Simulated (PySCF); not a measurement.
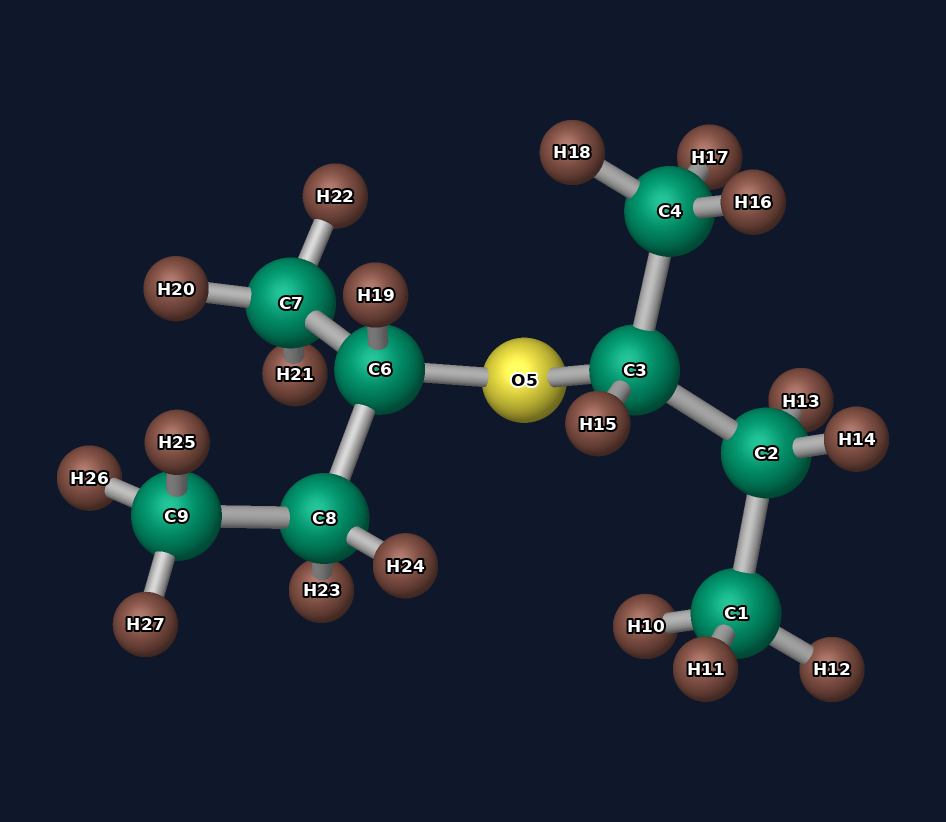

The thickness of each stick grows with its Mayer bond order. Computed geometry: PBE0-D3(BJ)/def2-SVP optimisation. No frequency run is at hand to confirm it as a minimum. Computed with PBE0/pcSseg-1 (PySCF 2.14.0).

List the Mayer bond orders of C1–C2, C2–C3, C3–C4, C3–O5, O5–C6, C6–C7, C6–C8, C8–C9 (bonds between heavy atoms, one of each equivalent set).

```json
{"bond": "C1–C2", "Mayer order": "1.06", "length (Å)": "1.519"}
{"bond": "C2–C3", "Mayer order": "1.01", "length (Å)": "1.522"}
{"bond": "C3–C4", "Mayer order": "1.05", "length (Å)": "1.521"}
{"bond": "C3–O5", "Mayer order": "0.88", "length (Å)": "1.411"}
{"bond": "O5–C6", "Mayer order": "0.88", "length (Å)": "1.412"}
{"bond": "C6–C7", "Mayer order": "1.04", "length (Å)": "1.516"}
{"bond": "C6–C8", "Mayer order": "1.01", "length (Å)": "1.528"}
{"bond": "C8–C9", "Mayer order": "1.05", "length (Å)": "1.520"}
```
